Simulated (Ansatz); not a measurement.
# B2H (quartet): one geometry, many settings

What do other methods and options give for B2H (quartet) at this geometry, and how long do they take?

The runs use Ansatz 0.2.0, Gaussian basis; the settings change from run to run.

25 further runs of the same task are left out: 4 for a known fault of the program, 9 that didn't finish, 12 set aside as unsound or not needed.

### 1 The system

The geometry is a PBE0/def2-TZVP stationary point (not a proven minimum) of the parent state, kept for this charge and spin.

3 atoms, charge 0, spin multiplicity 4.

Atoms are counted from 1 here; the program's logs count them from 0.

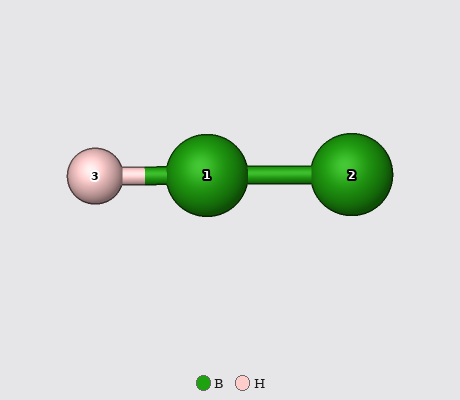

The geometry (boron green, hydrogen pink); atoms are numbered from 1 in the order of the file.

Geometry (Å):

```
atom   x (Å)   y (Å)    z (Å)
  B1  0.0000  0.0000   0.1151
  B2  0.0000  0.0000  -1.4076
  H3  0.0000  0.0000   1.2925
```

### 2 HF/cc-pVDZ

Input file in.yaml:

```yaml
crystal:
  periodic: [false, false, false]
  atoms:
    - {symbol: B, position_ang: [0.000000, 0.000000, 0.115089]}
    - {symbol: B, position_ang: [0.000000, 0.000000, -1.407623]}
    - {symbol: H, position_ang: [0.000000, 0.000000, 1.292533]}
basis:
  gaussian: {orbitals: cc-pVDZ}
magnetization: {spin_polarized: true, initial_magnetization: 3}
hamiltonian: {xc: hf}
scf: {lower_state_search: off}
output: {forces: true, orbitals: {seedname: orbitals}}
```

The run is started by

```bash
ansatz run in.yaml --threads 1 --pin off --events-out ev --progress --plain --max-ram 2393MiB
```

The program printed:

```text
Functional definition: HF
  name "HF"
  cite "Fock, Z. Phys. 61, 126 (1930) doi:10.1007/BF01340294"
  parent pbe
  exchange = exact_x
  correlation = 0
these checks for a lower state are left out or cut short: stability, starts, cluster_reference, orbital_swaps, neighbouring_geometries, increment
308 factors; integrals over basis functions are off by at most 1.3e-3 eV
mean field evaluation 1: about -1353.6459 eV, gradient 8.9e0 eV
mean field evaluation 2: about -1353.6494 eV, gradient 8.9e0 eV
mean field evaluation 4: about -1354.9834 eV, gradient 1.5e0 eV
mean field evaluation 8: about -1355.0648 eV, gradient 3.5e-2 eV
mean field -1355.06485569 eV, -49.7977149505 hartree, gradient 2.7e-6 eV, S^2 3.754686; 0 other end points of the search recorded, 0 dependent functions left out
the calculation of the forces begins
reference -1355.06485569 eV, -49.7977149505 hartree; 7, 4 occupied and 26, 29 virtual orbitals, 308 factors
Total energy: -1355.06485569 eV, -49.7977149505 hartree
Atom 0 at     0.000000     0.000000     0.115089 Å, force     0.000000     0.000000    -0.260205 eV/Å
Atom 1 at     0.000000     0.000000    -1.407623 Å, force    -0.000000    -0.000000     0.169941 eV/Å
Atom 2 at     0.000000     0.000000     1.292533 Å, force     0.000000     0.000000     0.090264 eV/Å
Dipole moment:    -0.000000     0.000000     0.153763 e Å
Checks for a lower state left out: stability, starts, cluster_reference, orbital_swaps, neighbouring_geometries, increment
```

Wall time 0.12 s (1 thread of Arm Neoverse V2, shared host).

From the report: ⟨S²⟩ of the determinant 3.755 (pure quartet: 3.75).

### 3 CASCI(7,7)/6-31G

Input file in.yaml:

```yaml
crystal:
  periodic: [false, false, false]
  atoms:
    - {symbol: B, position_ang: [0.000000, 0.000000, 0.115089]}
    - {symbol: B, position_ang: [0.000000, 0.000000, -1.407623]}
    - {symbol: H, position_ang: [0.000000, 0.000000, 1.292533]}
basis:
  gaussian: {orbitals: 6-31G}
magnetization: {spin_polarized: false, initial_magnetization: 3}
correlation: {active_space: {window: {electrons: 7, orbitals: 7}, fixed_orbitals: true}}
```

Launched as before.

The program printed:

```text
Functional definition: HF
  name "HF"
  cite "Fock, Z. Phys. 61, 126 (1930) doi:10.1007/BF01340294"
  parent pbe
  exchange = exact_x
  correlation = 0
284 factors; integrals over basis functions are off by at most 2.3e-4 eV
mean field evaluation 1: about -1353.0359 eV, gradient 9.7e0 eV
mean field evaluation 2: about -1353.0426 eV, gradient 9.7e0 eV
mean field evaluation 4: about -1354.4820 eV, gradient 1.3e0 eV
mean field evaluation 8: about -1354.5158 eV, gradient 5.6e-2 eV
mean field -1354.51582355 eV, -49.7775383916 hartree, gradient 1.7e-6 eV, S^2 3.750000; 0 other end points of the search recorded, 0 dependent functions left out
reference -1354.51582355 eV, -49.7775383916 hartree; 7, 4 occupied and 13, 16 virtual orbitals, 284 factors
state -1354.97926240 eV, -49.7945694554 hartree
Total energy: -1354.97926240 eV, -49.7945694554 hartree
```

It took 0.09 s on 1 thread of Arm Neoverse V2, shared host.

From the report: 112 determinants; active occupations 1.99, 1.99, 1.00, 0.99, 0.99, 0.02, 0.02.

### 4 NEVPT2(3,5)/6-31G

in.yaml, as its differences from that of step 3:

```diff
@@ -9,2 +9,3 @@
 magnetization: {spin_polarized: false, initial_magnetization: 3}
-correlation: {active_space: {window: {electrons: 7, orbitals: 7}, fixed_orbitals: true}}
+correlation: {method: sc_nevpt2, electrons: valence, active_space: {window: {electrons: 3, orbitals: 5}}}
+output: {forces: true}
```

Same command.

The program printed (excerpt; [...] marks lines left out):

```text
Functional definition: HF
  name "HF"
  cite "Fock, Z. Phys. 61, 126 (1930) doi:10.1007/BF01340294"
  parent pbe
[...]
284 factors; integrals over basis functions are off by at most 2.3e-4 eV
[...]
mean field -1354.51582355 eV, -49.7775383916 hartree, gradient 1.7e-6 eV, S^2 3.750000; 0 other end points of the search recorded, 0 dependent functions left out
reference -1354.51582355 eV, -49.7775383916 hartree; 7, 4 occupied and 13, 16 virtual orbitals, 284 factors
state -1354.83772358 eV, -49.7893679995 hartree
state -1354.83772358 eV, -49.7893679995 hartree; corrected -1356.35867911 eV, -49.8452620842 hartree
[...]
Total energy: -1356.35867911 eV, -49.8452620842 hartree
Atom 0 at     0.000000     0.000000     0.115089 Å, force     0.000000    -0.000000     0.584618 eV/Å
Atom 1 at     0.000000     0.000000    -1.407623 Å, force    -0.000000     0.000000    -0.686832 eV/Å
Atom 2 at     0.000000     0.000000     1.292533 Å, force     0.000000    -0.000000     0.102214 eV/Å
Dipole moment:     0.000000     0.000000     0.111717 e Å
```

Wall time 0.18 s (1 thread of Arm Neoverse V2, shared host).

From the report: 4 determinants; active occupations 1.00, 0.98, 0.98, 0.02, 0.02.

### 5 CASCI(7,8)/6-31G

in.yaml, as its differences from that of step 4:

```diff
@@ -9,3 +9,3 @@
 magnetization: {spin_polarized: false, initial_magnetization: 3}
-correlation: {method: sc_nevpt2, electrons: valence, active_space: {window: {electrons: 3, orbitals: 5}}}
-output: {forces: true}
+correlation: {active_space: {window: {electrons: 7, orbitals: 8}, fixed_orbitals: true}}
+accuracy: high
```

Same command.

The program printed:

```text
Functional definition: HF
  name "HF"
  cite "Fock, Z. Phys. 61, 126 (1930) doi:10.1007/BF01340294"
  parent pbe
  exchange = exact_x
  correlation = 0
454 factors; integrals over basis functions are off by at most 3.2e-9 eV
mean field evaluation 1: about -1353.0359 eV, gradient 9.7e0 eV
mean field evaluation 2: about -1353.0426 eV, gradient 9.7e0 eV
mean field evaluation 4: about -1354.4820 eV, gradient 1.3e0 eV
mean field evaluation 8: about -1354.5158 eV, gradient 5.6e-2 eV
mean field -1354.51585852 eV, -49.7775396766 hartree, gradient 1.4e-8 eV, S^2 3.750000; 0 other end points of the search recorded, 0 dependent functions left out
reference -1354.51585852 eV, -49.7775396766 hartree; 7, 4 occupied and 13, 16 virtual orbitals, 454 factors
state -1355.22053489 eV, -49.8034360559 hartree
Total energy: -1355.22053489 eV, -49.8034360559 hartree
```

It took 0.18 s on 1 thread of Arm Neoverse V2, shared host.

From the report: 400 determinants; active occupations 1.99, 1.98, 1.00, 0.99, 0.99, 0.02, 0.02, 0.01.

### 6 MP2 on UHF/6-31G*

Input file in.yaml:

```yaml
crystal:
  periodic: [false, false, false]
  atoms:
    - {symbol: B, position_ang: [0.000000, 0.000000, 0.115089]}
    - {symbol: B, position_ang: [0.000000, 0.000000, -1.407623]}
    - {symbol: H, position_ang: [0.000000, 0.000000, 1.292533]}
basis:
  gaussian: {orbitals: "6-31G*"}
magnetization: {spin_polarized: true, initial_magnetization: 3}
correlation: {method: mp2, electrons: valence}
```

The command is unchanged.

The program printed:

```text
Functional definition: HF
  name "HF"
  cite "Fock, Z. Phys. 61, 126 (1930) doi:10.1007/BF01340294"
  parent pbe
  exchange = exact_x
  correlation = 0
312 factors; integrals over basis functions are off by at most 1.1e-3 eV
mean field evaluation 1: about -1353.4729 eV, gradient 9.0e0 eV
mean field evaluation 2: about -1353.4798 eV, gradient 9.0e0 eV
mean field evaluation 4: about -1354.8110 eV, gradient 1.5e0 eV
mean field evaluation 8: about -1354.8891 eV, gradient 1.2e-1 eV
mean field -1354.88955700 eV, -49.7912728426 hartree, gradient 2.4e-6 eV, S^2 3.755101; 0 other end points of the search recorded, 0 dependent functions left out
2 core orbitals not correlated: weight in the atoms' cores, before any rotation towards them, 1.000 or more for the frozen orbitals, at most 0.000 for the correlated occupied ones
reference -1354.88955700 eV, -49.7912728426 hartree; 5, 2 occupied and 25, 28 virtual orbitals, 312 factors
second order -2.64930254 eV of doubles, -0.00000000 eV of singles
Total energy: -1357.53885954 eV, -49.8886329154 hartree
```

Run time: 0.09 s. Hardware: 1 thread of Arm Neoverse V2, shared host.

From the report: ⟨S²⟩ of the determinant 3.755 (pure quartet: 3.75).

### 7 MRCISD+Q(5,4)/STO-3G

Input file in.yaml:

```yaml
crystal:
  periodic: [false, false, false]
  atoms:
    - {symbol: B, position_ang: [0.000000, 0.000000, 0.115089]}
    - {symbol: B, position_ang: [0.000000, 0.000000, -1.407623]}
    - {symbol: H, position_ang: [0.000000, 0.000000, 1.292533]}
basis:
  gaussian: {orbitals: STO-3G, fitting: {mean_field: def2-universal-jkfit}}
magnetization: {spin_polarized: false, initial_magnetization: 3}
correlation: {method: fic_mrcisd_q, electrons: valence, active_space: {window: {electrons: 5, orbitals: 4}}}
accuracy: high
```

Launched as before.

The program printed (excerpt; [...] marks lines left out):

```text
Functional definition: HF
  name "HF"
  cite "Fock, Z. Phys. 61, 126 (1930) doi:10.1007/BF01340294"
  parent pbe
[...]
168 factors; integrals over basis functions are off by at most 3.1e-3 eV
[...]
mean field -1336.24620252 eV, -49.1061422026 hartree, gradient 7.3e-9 eV, S^2 3.750000; 2 other end points of the search recorded, 0 dependent functions left out
reference -1336.24620252 eV, -49.1061422026 hartree; 7, 4 occupied and 4, 7 virtual orbitals, 168 factors
state -1336.24620252 eV, -49.1061422026 hartree
contracted CI cycle   1: correlation 0.00000000 eV, 0.0000000000 hartree, residual 8.83e0 eV
contracted CI cycle   2: correlation -1.92954591 eV, -0.0709095042 hartree, residual 1.69e0 eV
contracted CI cycle   3: correlation -2.02412209 eV, -0.0743851149 hartree, residual 5.15e-1 eV
contracted CI cycle   4: correlation -2.03245143 eV, -0.0746912123 hartree, residual 2.17e-1 eV
[...]
contracted CI cycle   6: correlation -2.03404363 eV, -0.0747497248 hartree, residual 2.25e-2 eV
contracted CI cycle   7: correlation -2.03405899 eV, -0.0747502890 hartree, residual 7.52e-3 eV
contracted CI cycle   8: correlation -2.03406052 eV, -0.0747503453 hartree, residual 2.11e-3 eV
contracted CI cycle   9: correlation -2.03406064 eV, -0.0747503499 hartree, residual 5.53e-4 eV
contracted CI cycle  10: correlation -2.03406065 eV, -0.0747503503 hartree, residual 1.54e-4 eV
contracted CI cycle  11: correlation -2.03406065 eV, -0.0747503503 hartree, residual 5.43e-5 eV
contracted CI cycle  12: correlation -2.03406065 eV, -0.0747503503 hartree, residual 1.26e-5 eV
contracted CI cycle  13: correlation -2.03406065 eV, -0.0747503503 hartree, residual 3.17e-6 eV
contracted CI cycle  14: correlation -2.03406065 eV, -0.0747503503 hartree, residual 6.74e-7 eV
state -1336.24620252 eV, -49.1061422026 hartree; corrected -1338.41319662 eV, -49.1857777666 hartree
WARN: 1 active orbitals are nearly empty or full. The corrections depend on them more than the energy does, and are more stable in an active space without them
Total energy: -1338.41319662 eV, -49.1857777666 hartree
```

Run time: 0.3 s. Hardware: 1 thread of Arm Neoverse V2, shared host.

From the report: 2 determinants; active occupations 2.00, 1.00, 1.00, 1.00. The report marks this result as in doubt.

### 8 MRCISD+Q(5,6)/cc-pVDZ

Input file in.yaml:

```yaml
crystal:
  periodic: [false, false, false]
  atoms:
    - {symbol: B, position_ang: [0.000000, 0.000000, 0.115089]}
    - {symbol: B, position_ang: [0.000000, 0.000000, -1.407623]}
    - {symbol: H, position_ang: [0.000000, 0.000000, 1.292533]}
basis:
  gaussian: {orbitals: cc-pVDZ}
magnetization: {spin_polarized: false, initial_magnetization: 3}
correlation: {method: fic_mrcisd_q, electrons: valence, active_space: {window: {electrons: 5, orbitals: 6}}}
```

The command is unchanged.

The program printed (excerpt; [...] marks lines left out):

```text
Functional definition: HF
  name "HF"
  cite "Fock, Z. Phys. 61, 126 (1930) doi:10.1007/BF01340294"
  parent pbe
[...]
308 factors; integrals over basis functions are off by at most 1.3e-3 eV
[...]
mean field -1355.02721911 eV, -49.7963318319 hartree, gradient 1.6e-6 eV, S^2 3.750000; 0 other end points of the search recorded, 0 dependent functions left out
reference -1355.02721911 eV, -49.7963318319 hartree; 7, 4 occupied and 26, 29 virtual orbitals, 308 factors
state -1355.61820428 eV, -49.8180501362 hartree
contracted CI cycle   1: correlation 0.00000000 eV, 0.0000000000 hartree, residual 1.22e1 eV
contracted CI cycle   2: correlation -2.70002112 eV, -0.0992239459 hartree, residual 2.43e0 eV
contracted CI cycle   3: correlation -2.81198517 eV, -0.1033385488 hartree, residual 6.22e-1 eV
contracted CI cycle   4: correlation -2.81975798 eV, -0.1036241946 hartree, residual 1.89e-1 eV
contracted CI cycle   5: correlation -2.82046455 eV, -0.1036501603 hartree, residual 6.78e-2 eV
contracted CI cycle   6: correlation -2.82055846 eV, -0.1036536115 hartree, residual 2.12e-2 eV
contracted CI cycle   7: correlation -2.82056866 eV, -0.1036539866 hartree, residual 7.56e-3 eV
contracted CI cycle   8: correlation -2.82056988 eV, -0.1036540312 hartree, residual 2.78e-3 eV
contracted CI cycle   9: correlation -2.82057004 eV, -0.1036540370 hartree, residual 8.87e-4 eV
state -1355.61820428 eV, -49.8180501362 hartree; corrected -1358.62058855 eV, -49.9283857233 hartree
Total energy: -1358.62058855 eV, -49.9283857233 hartree
```

It took 0.96 s on 1 thread of Arm Neoverse V2, shared host.

From the report: 90 determinants; active occupations 1.98, 1.00, 0.99, 0.99, 0.02, 0.02.

### 9 CCSDT on UHF/cc-pVDZ

Input file in.yaml:

```yaml
crystal:
  periodic: [false, false, false]
  atoms:
    - {symbol: B, position_ang: [0.000000, 0.000000, 0.115089]}
    - {symbol: B, position_ang: [0.000000, 0.000000, -1.407623]}
    - {symbol: H, position_ang: [0.000000, 0.000000, 1.292533]}
basis:
  gaussian: {orbitals: cc-pVDZ}
magnetization: {spin_polarized: true, initial_magnetization: 3}
correlation: {method: ccsdt, electrons: outside_noble_gas}
accuracy: high
scf: {lower_state_search: off}
```

Same command.

The program printed (excerpt; [...] marks lines left out):

```text
Functional definition: HF
  name "HF"
  cite "Fock, Z. Phys. 61, 126 (1930) doi:10.1007/BF01340294"
  parent pbe
[...]
630 factors; integrals over basis functions are off by at most 2.8e-9 eV
[...]
mean field -1355.06486396 eV, -49.7977152547 hartree, gradient 5.4e-8 eV, S^2 3.754686; 0 other end points of the search recorded, 0 dependent functions left out
2 core orbitals not correlated: weight in the atoms' cores, before any rotation towards them, 1.000 or more for the frozen orbitals, at most 0.000 for the correlated occupied ones
reference -1355.06486396 eV, -49.7977152547 hartree; 5, 2 occupied and 26, 29 virtual orbitals, 630 factors
second order -2.73690473 eV of doubles, -0.00000000 eV of singles
cycle   1  -3.22408996 eV  change   -4.9e-1 eV  update   6.2e-2
[...]
cycle  24  -3.56833635 eV  change  -4.7e-11 eV  update  5.5e-10
Total energy: -1358.63320032 eV, -49.9288491970 hartree
Checks for a lower state left out: stability, starts, cluster_reference, orbital_swaps, neighbouring_geometries, increment
```

It took 2.5 s on 1 thread of Arm Neoverse V2, shared host.

From the report: ⟨S²⟩ of the determinant 3.755 (pure quartet: 3.75); correlation -3.5683 eV; T1 0.022; largest double amplitude 0.09.

### 10 CCSDT on UHF/def2-SVPD

Input file in.yaml:

```yaml
crystal:
  periodic: [false, false, false]
  atoms:
    - {symbol: B, position_ang: [0.000000, 0.000000, 0.115089]}
    - {symbol: B, position_ang: [0.000000, 0.000000, -1.407623]}
    - {symbol: H, position_ang: [0.000000, 0.000000, 1.292533]}
basis:
  gaussian: {orbitals: def2-SVPD, fitting: {mean_field: def2-universal-jkfit}, point_charges: [{charge: 1.00, position_ang: [4.280, 0.088, 0.427]}]}
magnetization: {spin_polarized: true, initial_magnetization: 3}
correlation: {method: ccsdt, electrons: outside_noble_gas, diis_vectors: 12}
output: {forces: true}
```

Launched as before.

The program printed (excerpt; [...] marks lines left out):

```text
Functional definition: HF
  name "HF"
  cite "Fock, Z. Phys. 61, 126 (1930) doi:10.1007/BF01340294"
  parent pbe
[...]
168 factors; integrals over basis functions are off by at most 2.2e-1 eV
[...]
mean field -1353.93571748 eV, -49.7562198869 hartree, gradient 6.3e-7 eV, S^2 3.755280; 0 other end points of the search recorded, 0 dependent functions left out
2 core orbitals not correlated: weight in the atoms' cores, before any rotation towards them, 1.000 or more for the frozen orbitals, at most 0.000 for the correlated occupied ones
reference -1353.93571748 eV, -49.7562198869 hartree; 5, 2 occupied and 41, 44 virtual orbitals, 168 factors
second order -2.86006183 eV of doubles, -0.00000000 eV of singles
cycle   1  -3.34061378 eV  change   -4.8e-1 eV  update   6.3e-2
[...]
cycle  15  -3.69295476 eV  change   -3.6e-7 eV  update   3.5e-7
[...]
Total energy: -1357.62867224 eV, -49.8919334712 hartree
Atom 0 at     0.000000     0.000000     0.115089 Å, force     0.013023     0.000268     0.614797 eV/Å
Atom 1 at     0.000000     0.000000    -1.407623 Å, force     0.076073     0.001564    -0.948278 eV/Å
Atom 2 at     0.000000     0.000000     1.292533 Å, force    -0.010235    -0.000210     0.369108 eV/Å
Dipole moment:    -0.207090    -0.004258     0.059737 e Å
```

Run time: 45 s. Hardware: 1 thread of Arm Neoverse V2, shared host; peak memory 0.72 GiB.

From the report: ⟨S²⟩ of the determinant 3.755 (pure quartet: 3.75); correlation -3.6930 eV; T1 0.021; largest double amplitude 0.06.

### 11 The runs in one table

Where basis and cores are those of an earlier UCCSDT(Q)/cc-pVDZ run (-1358.6390 eV), and the state is the same kind, the miss against it is given. † marks a result that the program doubts.

```
                                         level         correlated  functions  energy (eV)  from UCCSDT(Q) (meV)    time
                                    HF/cc-pVDZ                            33   -1355.0649                3574.2  0.12 s
                              CASCI(7,7)/6-31G                            20   -1354.9793                        0.09 s
                             NEVPT2(3,5)/6-31G            valence         20   -1356.3587                        0.18 s
                              CASCI(7,8)/6-31G                            20   -1355.2205                        0.18 s
                             MP2 on UHF/6-31G*            valence         32   -1357.5389                        0.09 s
                        MRCISD+Q(5,4)/STO-3G †            valence         11   -1338.4132                         0.3 s
                         MRCISD+Q(5,6)/cc-pVDZ            valence         33   -1358.6206                        0.96 s
                          CCSDT on UHF/cc-pVDZ  outside noble gas         33   -1358.6332                   5.8   2.5 s
CCSDT on UHF/def2-SVPD (beside a point charge)  outside noble gas         48   -1357.6287                          45 s
```

### 12 Summary of results

| quantity | value |
| --- | --- |
| runs | 9 |
| quickest | CASCI(7,7)/6-31G, 0.09 s |
| slowest | CCSDT on UHF/def2-SVPD (beside a point charge), 45 s |

**Reading.** Total energies in different bases, with other cores or another treatment of relativity can't be set against each other. CCSDT on UHF/def2-SVPD (beside a point charge) took 495 times as long as CASCI(7,7)/6-31G; the jobs differ in more than the method. Hartree-Fock, CASSCF and CASCI lack dynamic correlation by design.
